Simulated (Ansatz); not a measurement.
```xyz
7

Al   -0.0660   -0.2284    0.0215
O    -0.0955   -0.2256    1.7615
H    -0.8912   -0.4717    2.2131
F     1.3532   -0.2258   -0.7602
F    -1.4634   -0.4072   -0.7924
F     0.1562    2.4625    1.0182
H     0.2457    1.9546    1.7792
```

Not at a stationary point (largest force 1.4 eV/Å).

Method: RHF/6-31G* (Ansatz 0.2.0).

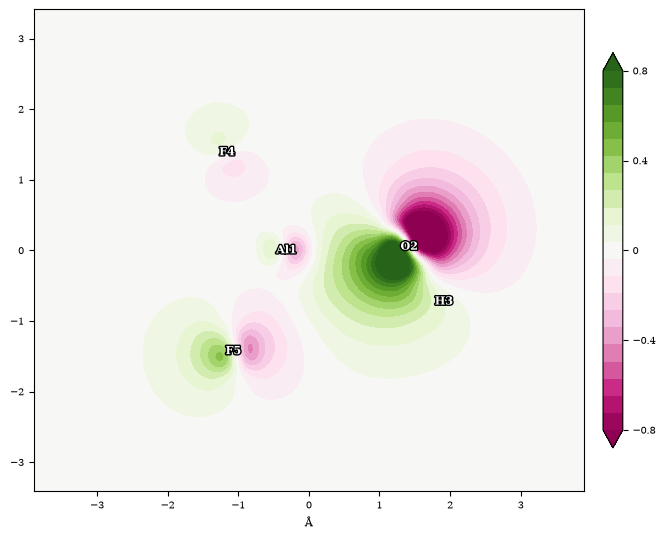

AlF₂HO···HF. The HOMO−1 on the plane of atoms O2, Al1 and F4 (values in Å⁻³ᐟ²; the overall sign is arbitrary).

> Where does this orbital lie, and at what energy?

By Hirshfeld shares it lies mainly on O2 (about 80 %); largely a lone pair of O2. Its energy is −14.88 eV.
